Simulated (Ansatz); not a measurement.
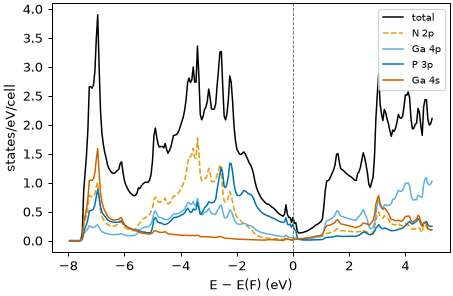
*Total and projected density of states of Ga₂PN in space group P3m1 (No. 156; Ga on 1a, Ga on 1c, P on 1a, N on 1c), the program Ansatz at the PBE level (PAW)*

Q: Which orbitals carry the states next to the Fermi level?

A: Within 0.5 eV of the Fermi level: P 3p 59 %, Ga 4p 16 %, N 2p 10 %, Ga 4s 8 %. Projections are on Löwdin-orthogonalised atomic valence shells; empty p or d shells of many metals are not among them.

Q: Where is the tallest occupied peak in this window, and what makes it?

A: Near -6.9 eV, about 3.9 states/eV per cell; the largest projected share is Ga 4s.

The start of the workflow was typed in or built on a structure type; neither database checked (COD, Materials Project) lists it. Its standing as an ambient phase is unchecked. Symmetry was held in the PBE relaxation; its stability against distortions is not shown here. Scalar-relativistic: spin–orbit coupling is off unless named, which matters more the heavier the elements.

Potentials: the earlier of the program's two PAW sets.
